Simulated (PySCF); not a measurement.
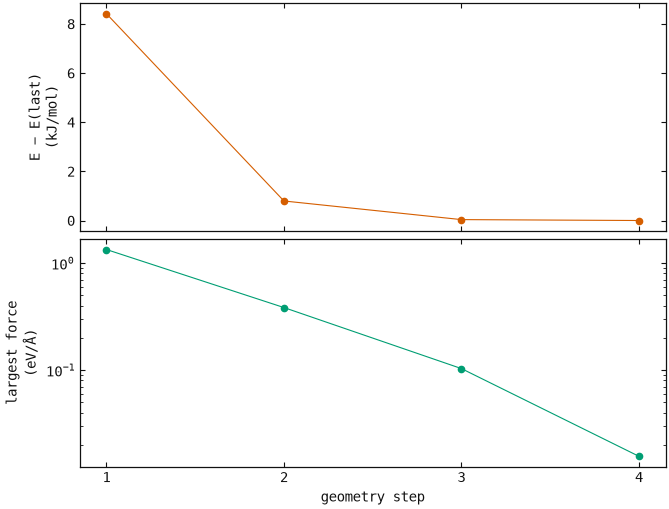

History of a geometry optimisation.

The run: Cu(AsH3)F (SMILES [F][Cu]<-[AsH3]), by PBE0-D3(BJ)/def2-SVP, geometry optimisation (PySCF 2.14.0, density fitting).

Question: How did the optimisation end?

Answer: The optimisation met its thresholds at geometry 4, counting the start as the first. The energy fell by about 8.4 kJ/mol from the first step to the last. The largest force goes from about 1.3 eV/Å at the start to 0.016 eV/Å at the end.
